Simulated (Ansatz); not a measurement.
# AlFH5P: what the fields show

The calculation's input:

```
crystal:
  periodic: [false, false, false]
  atoms:
    - { symbol: Al, position_ang: [0.111769, -0.553082, -0.374076] }
    - { symbol: F, position_ang: [-0.126324, 0.210215, 2.391475] }
    - { symbol: H, position_ang: [1.473243, 0.227577, -0.678646] }
    - { symbol: H, position_ang: [-1.328542, -0.039946, -0.841655] }
    - { symbol: P, position_ang: [0.214284, -2.552338, 0.760677] }
    - { symbol: H, position_ang: [-0.713713, -3.304507, -0.03525] }
    - { symbol: H, position_ang: [1.414808, -3.083878, 0.18106] }
    - { symbol: H, position_ang: [-0.088026, -0.703641, 2.588014] }
basis:
  gaussian: { orbitals: def2-SVP }
hamiltonian:
  xc: revpbe
  dispersion: d4
relax:
  f_tol: 0.03
  max_steps: 50
output:
  orbitals: {}
```

Run with:

```sh
ansatz run input.yaml --threads 1 --pin off --max-ram 2048MiB --backend cpu --events-out ev --progress --plain --runs-dir out
```

The fields are those of the run's last geometry, not of the input's.

All numbers below come from Ansatz 0.2.0, RKS revPBE-D4/def2-SVP.

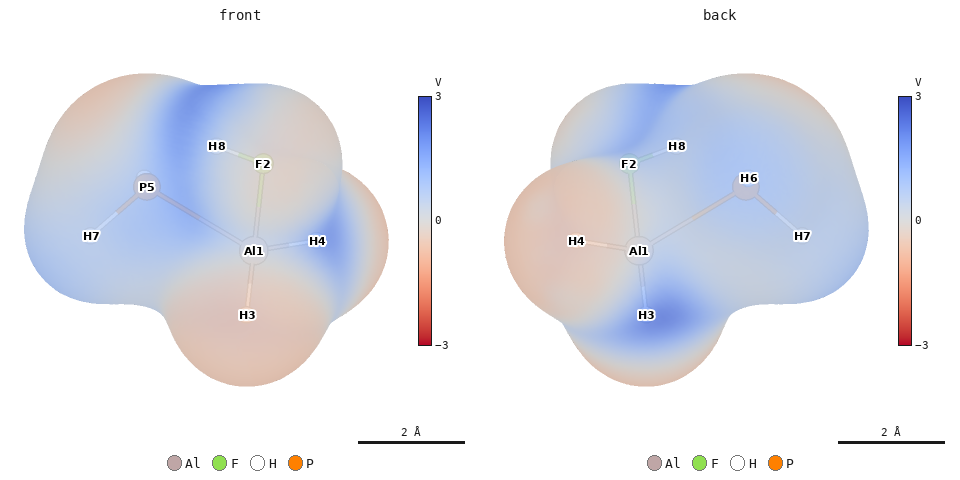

Figure 1. The electrostatic potential painted on the density surface at 0.002 e/bohr³, seen from the front and from behind; the colour scale runs from red (negative) to blue (positive).

**Where is the surface potential most negative and most positive?**

The most negative region (about −0.6 V) lies over H3 and H4, the most positive (about +2.0 V) over Al1.

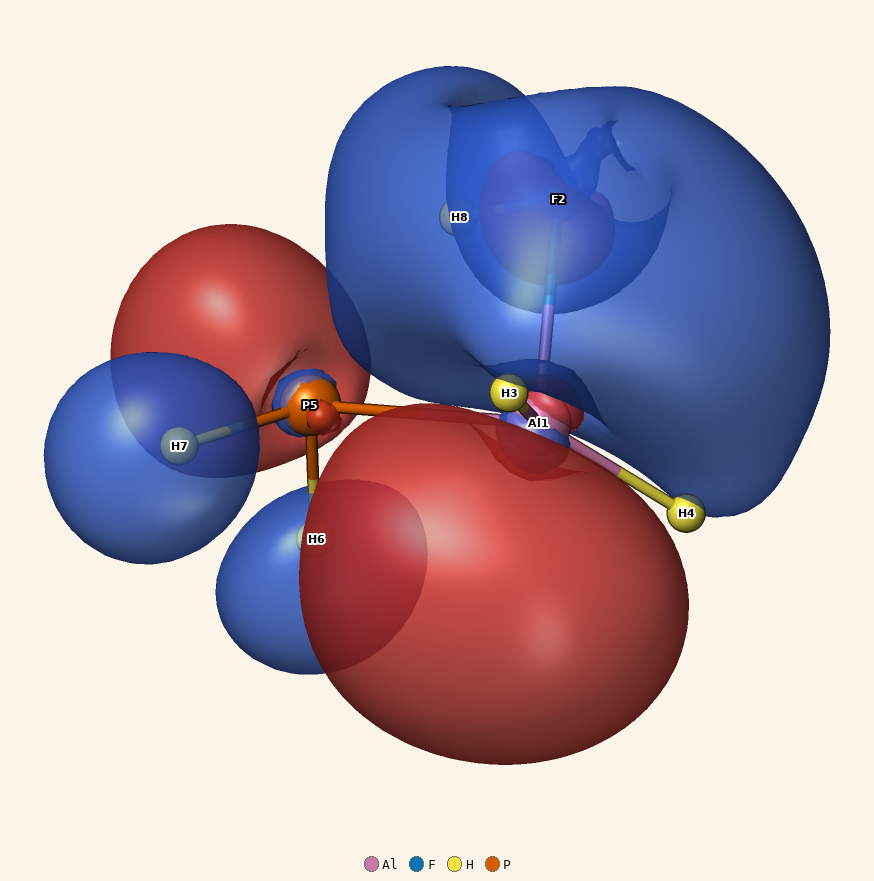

Figure 2. One frontier orbital at ±0.06 Å⁻³ᐟ² (red and blue are the two phases), seen at a tilt.

**Which orbital is it: HOMO or LUMO?**

The LUMO, at −1.09 eV. It lies mainly on Al1 (about 50 %), P5 (about 20 %) and F2 (about 10 %).

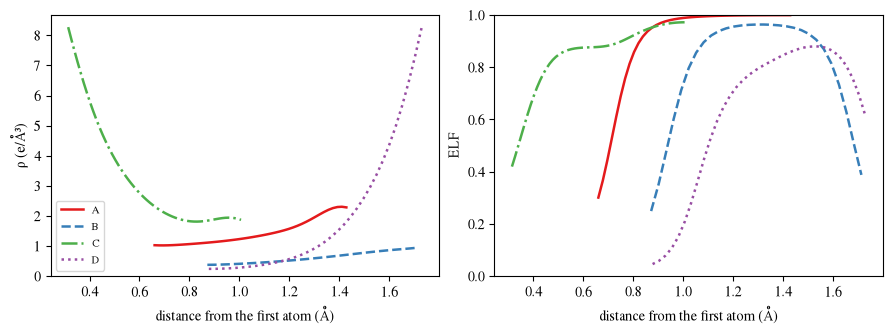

Figure 3. Total electron density and ELF along straight lines between neighbouring atoms. The curves leave out the atomic cores.

**Which curve belongs to which contact (Al–F, Al–P, F–H and P–H)? The first atom named is at distance zero.**

Curve A: P–H (1.43 Å): ρ is about 1 e/Å³ halfway; the ELF climbs to about 1 towards the hydrogen, as it does in any bond to H. Curve B: Al–P (2.40 Å): ρ at the midpoint is about 0.52 e/Å³; the ELF peaks at about 0.95 between the atoms, as expected for a covalent bond. Curve C: F–H (1.01 Å): the density is about 3.9 e/Å³ at the midpoint; the ELF climbs to about 0.95 towards the hydrogen. Curve D: Al–F (2.06 Å): ρ is about 0.31 e/Å³ halfway; the ELF peaks at about 0.90 in the valence shell of F, 0.5 Å from its nucleus, and is about 0.30 at the midpoint.

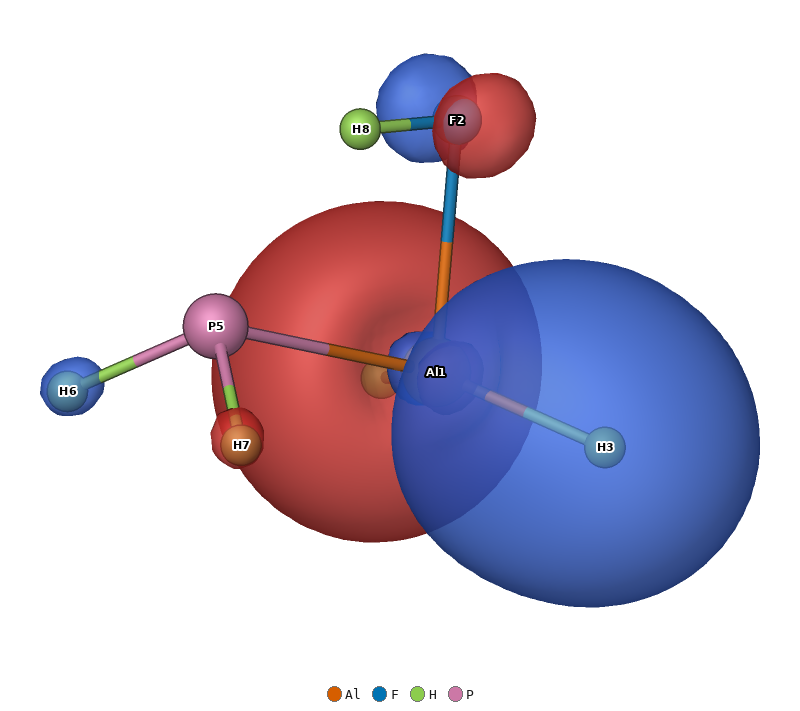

Figure 4. The HOMO−1 at ±0.08 Å⁻³ᐟ² (blue and red are the two phases), seen at an oblique angle.

**Where does this orbital lie, and at what energy?**

It lies mainly on Al1 (about 35 %), H3 (about 30 %) and H4 (about 30 %). Its energy is −7.03 eV.
